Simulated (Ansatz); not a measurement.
Base system: BAs in the zinc blende structure (space group F-43m, No. 216; a = 4.7826 Å). Axes: x, y, z lie along the cube axes.

Perturbation: compressive biaxial strain of 2.16 % in the plane normal to [001], as in epitaxy on a mismatched substrate; the out-of-plane cell vector and the atoms relax.

The values are results of r2SCAN, PAW, 500 eV (Ansatz, an electronic-structure program; no SOC), earlier PAW set, not measurements.

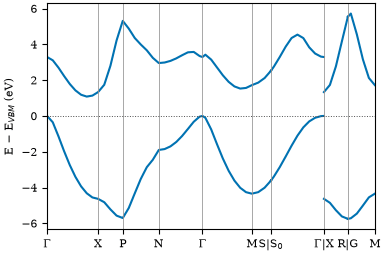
Figure: Highest valence and lowest conduction band along the path of the changed cell's own zone

Problem. From the figure, how large is the changed gap, and is it direct?

Solution. About 1.1 eV, indirect, Γ → Γ–X (78 % along).

Stability against distortions was not tested. Labels are those of the standard path for the cell's own space group.
